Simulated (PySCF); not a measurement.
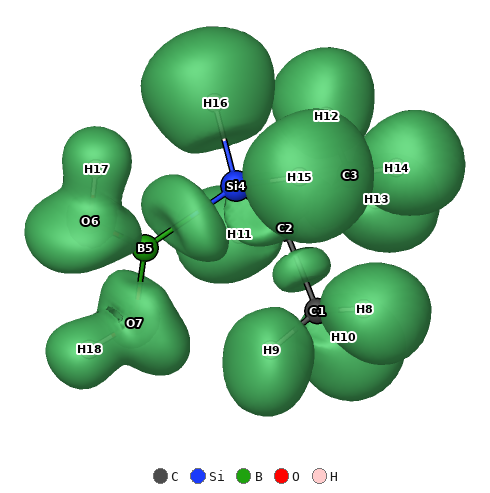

C3H11BO2Si. Isosurface of the ELF at 0.75 (green), seen at an oblique angle. Core shells and regions of very low density are left out.

Geometry: GFN2-xTB.

The calculation used PBE0/def2-SVPD, SCF density, gas phase (PySCF 2.14.0).

| atom | x (Å) | y (Å) | z (Å) |
| --- | --- | --- | --- |
| C | -1.0664 | 0.6572 | -1.3013 |
| C | -0.9155 | -0.4288 | -0.2383 |
| C | -2.2385 | -0.6478 | 0.4879 |
| Si | 0.5059 | 0.0015 | 0.9687 |
| B | 2.2802 | 0.1352 | 0.1077 |
| O | 3.4730 | 0.1257 | 0.7732 |
| O | 2.3569 | 0.2528 | -1.2343 |
| H | -1.3398 | 1.6059 | -0.8425 |
| H | -0.1325 | 0.7918 | -1.8416 |
| H | -1.8440 | 0.3927 | -2.0179 |
| H | -0.6607 | -1.3614 | -0.7555 |
| H | -2.1489 | -1.4481 | 1.2181 |
| H | -3.0284 | -0.9119 | -0.2151 |
| H | -2.5377 | 0.2568 | 1.0122 |
| H | 0.1061 | 1.2388 | 1.6769 |
| H | 0.4791 | -1.0128 | 2.0516 |
| H | 3.4539 | 0.0419 | 1.7238 |
| H | 3.2485 | 0.3168 | -1.5853 |

> What do the ELF domains correspond to?

The surface consists of one region between bonded B–Si atoms (shared pairs), two regions between bonded C–C atoms (shared pairs), one region between bonded C–Si atoms (shared pairs), nine regions around hydrogen nuclei and two joined regions spread over several atoms (H, O), in which their bonds and any lone pairs are merged. Profiles from the grid: B–O (1.35 Å): the ELF peaks at about 0.90 between the atoms: a polar covalent bond. C–C (1.52 Å): the ELF peaks at about 0.95 between the atoms; a shared electron pair.
